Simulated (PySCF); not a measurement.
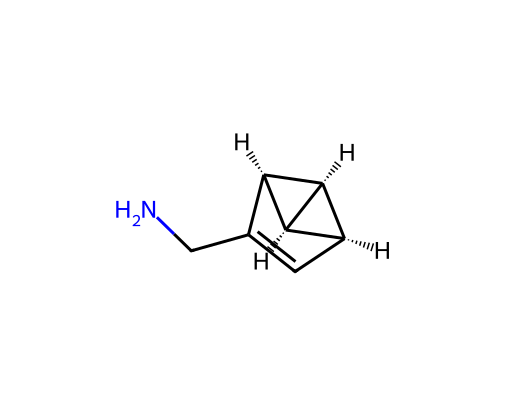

Skeletal drawing of a molecule.

Question: Write the SMILES.

Answer: NCC1=C[C@@H]2[C@@H]3[C@H]1[C@H]23

Question: Give the formula, hydrogens included.

Answer: C7H9N.

Question: An optimisation with PBE0-D3(BJ)/def2-SVP gave a structure of which point group?

Answer: C1.

The parts below concern this one geometry. Atoms keep their numbers from picture to picture. Computed geometry: PBE0-D3(BJ)/def2-SVP optimisation. No frequency run is at hand to confirm it as a minimum.

### Excitation

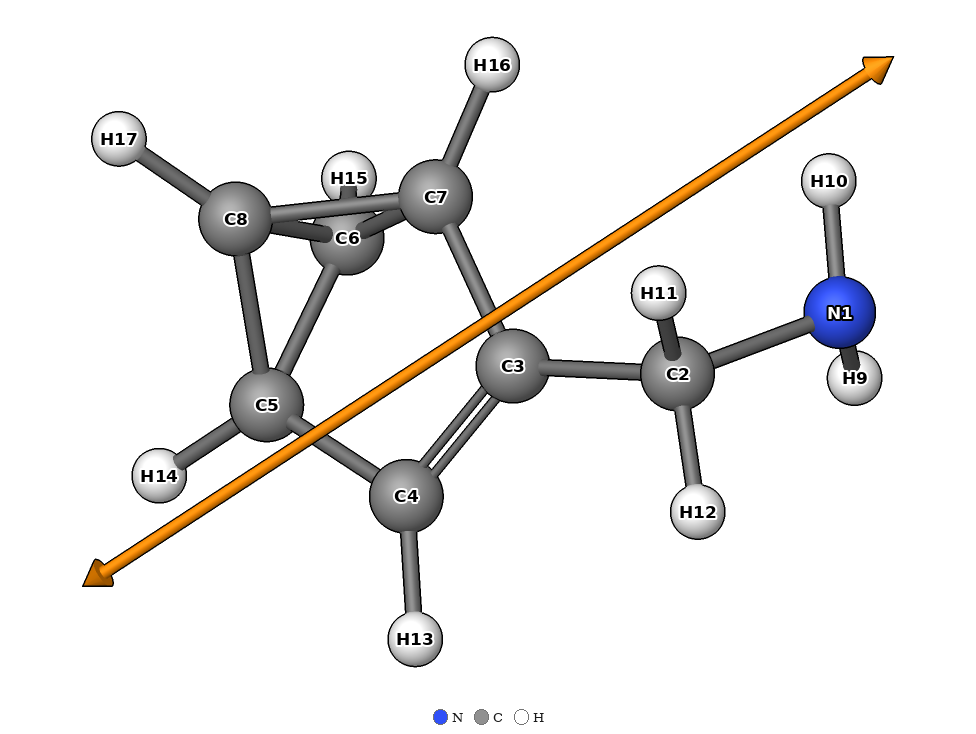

The double arrow shows the direction of the transition dipole to excited singlet state 1 (its length means nothing). No frequency run is at hand to confirm it as a minimum. Method: TDDFT ωB97X-D/def2-SVPD, vertical, gas phase, core orbitals frozen in the response (PySCF 2.14.0).

Question: Where does the transition lie, and how strong is it?

Answer: 5.65 eV (220 nm), oscillator strength 0.12, mainly HOMO → LUMO (weight 0.92); transition dipole 2.36 D.

### NMR shielding

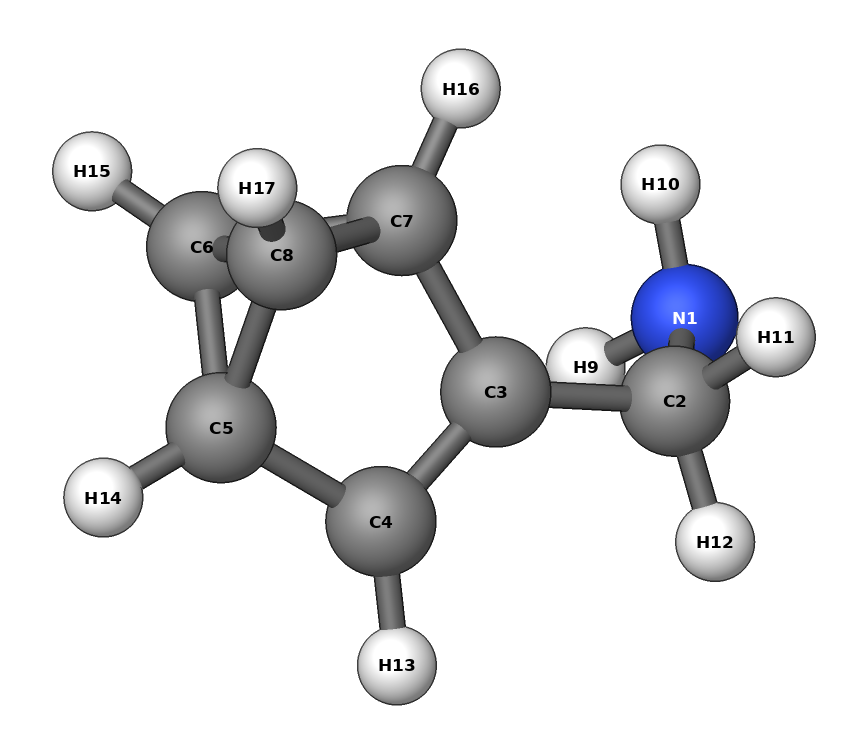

No frequency run is at hand to confirm it as a minimum. Properties computed with GIAO PBE0/pcSseg-1 NMR shielding, non-relativistic, IEF-PCM dimethylsulfoxide (PySCF 2.14.0). Principal shieldings σ11 ≤ σ22 ≤ σ33, span Ω = σ33 − σ11, skew κ = 3(σiso − σ22)/Ω.

Question: Which C atom has the most anisotropic shielding?

Answer: C3, with a span of 224 ppm.

Give the shielding tensors of the C atoms.

```
atom    σ11    σ22    σ33   σiso      Ω      κ
  C2  116.6  145.0  161.4  141.0   44.7  −0.27
  C3  −92.2   26.1  132.1   22.0  224.2  −0.05
  C4  −51.1   68.3  137.1   51.4  188.2  −0.27
  C5  118.5  124.5  199.7  147.6   81.2   0.85
  C6   27.9  180.3  195.0  134.4  167.1  −0.82
  C7  118.4  123.8  196.7  146.3   78.3   0.86
  C8   29.2  180.1  195.7  135.0  166.5  −0.81
```

Shieldings and span in ppm.

### Charges

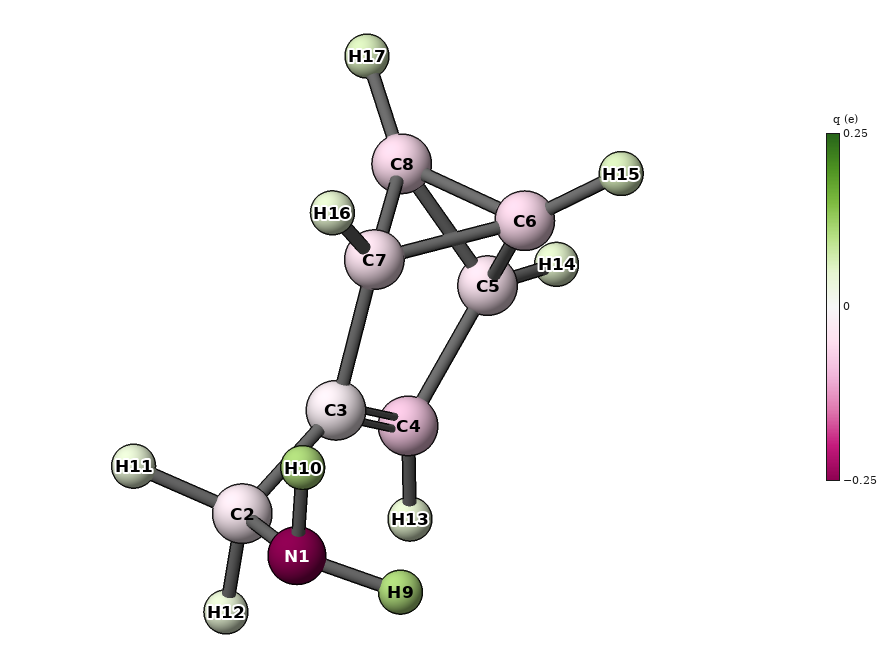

Atoms are coloured by their Hirshfeld charges. No frequency run is at hand to confirm it as a minimum. Method: PBE0/pcSseg-1 in cyclohexane (IEF-PCM) (PySCF 2.14.0).

Question: Which atom carries the highest charge (most positive or least negative)?

Answer: H9, H10 (0.11 e).

Question: And the lowest?

Answer: N1 (−0.25 e).

Give the Hirshfeld charges atom by atom.

| atom | value (e) |
| --- | --- |
| N1 | −0.25 |
| C2 | −0.03 |
| C3 | −0.02 |
| C4 | −0.08 |
| C5 | −0.04 |
| C6 | −0.06 |
| C7 | −0.04 |
| C8 | −0.06 |
| H9 | 0.11 |
| H10 | 0.11 |
| H11 | 0.04 |
| H12 | 0.04 |
| H13 | 0.05 |
| H14 | 0.05 |
| H15 | 0.06 |
| H16 | 0.05 |
| H17 | 0.06 |

### Ring current

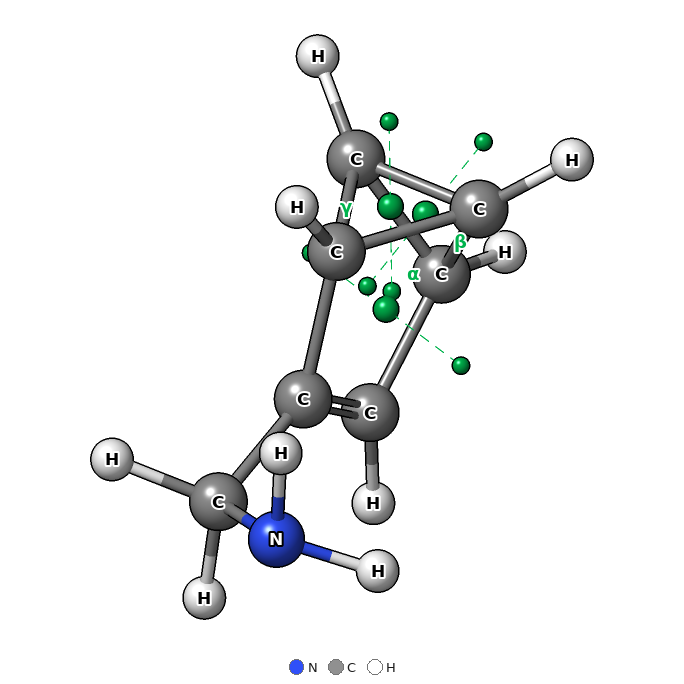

The small points mark where nucleus-independent chemical shifts (NICS) were computed: at the centre of each lettered ring and 1 Å above and below it. No frequency run is at hand to confirm it as a minimum. Properties computed with GIAO PBE0/pcSseg-1 NMR shielding, non-relativistic, IEF-PCM cyclohexane (PySCF 2.14.0).

Give NICS(0), NICS(1) and the out-of-plane component NICS(1)zz for each ring (means of the two sides).

```csv
ring,members,NICS(0),NICS(1),NICS(1)zz
α,C5,−9.6,−7.4,−1.4
β,C3,−42.3,−12.1,−24.8
γ,C3,−42.4,−12.1,−24.9
```

Values in ppm.

Question: What do the values say about the ring currents?

Answer: Ring α: weak, as in a non-aromatic ring. NICS is one index among several.
